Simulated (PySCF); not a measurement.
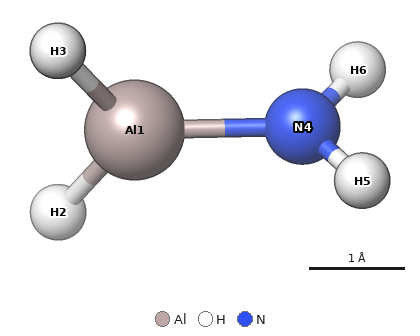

*The input geometry (ball-and-stick view, seen at an oblique angle; atoms are numbered from 1 in the order of the input). Sticks mark near contacts.*

Bond lengths as drawn: Al–H 1.54 Å, Al–N 1.78 Å and H–N 1.01 Å.

# AlNH₄: single-point calculation

The run: single-point calculation of AlNH₄ (AlH2(NH2)), multiplicity 3. Method and program: CCSD(T)/STO-6G, ROHF (PySCF 2.14.0).

The geometry is that of the parent species in another charge or spin state. The geometry comes from this level: GFN2-xTB.

Output
```
converged SCF energy = -297.340092638601

WARN: RCCSD method does not support ROHF method. ROHF object is converted to UHF object and UCCSD method is called.

E(UCCSD) = -297.4414647918684  E_corr = -0.1013721532677527
UCCSD(T) correction = -0.00111026159457171
E = -297.4425750535 Eh
```

This output came from the following input.

Input file (calc.py)
```python
from pyscf import gto, cc

mol = gto.M(
    atom='''
Al     0.777093     1.341290     0.007729
H      3.687120     1.425024     0.076005
H     -0.600064     3.908993    -0.038872
N     -0.902836    -1.562822    -0.012642
H     -1.519019    -2.528321    -1.549141
H     -1.442296    -2.584182     1.516921
''',
    verbose=3,
    basis='sto-6g',
    spin=2,
    unit='bohr',
    max_memory=1860,
)

mf = mol.ROHF()
mf.conv_tol = 1e-10
mf.kernel()
if not mf.converged:
    mf = mf.newton().run(mf.mo_coeff, mf.mo_occ)

mycc = cc.CCSD(mf, frozen=6)
mycc.kernel()
e_t = mycc.ccsd_t()
e_tot = mycc.e_tot + e_t
print('E = %.10f Eh' % e_tot)
```

Command:
```bash
OMP_NUM_THREADS=1 python calc.py
```

Key numbers

```tsv
quantity	value
outcome	converged
total energy	−297.442575 hartree
SCF energy	−297.340093 hartree
correlation energy	−0.102482 hartree
(T) correction	−0.001110 hartree
basis functions	18
T1 diagnostic	0.032
⟨S²⟩	2.000
hardware	1 thread of Intel Xeon @ 2.50GHz (Skylake/Cascade Lake), 16 GiB of memory available, shared host
wall time	1.9 s
peak memory	0.12 GiB
```

The record of the run, not the program, notes: ROHF orbitals without semicanonical step.
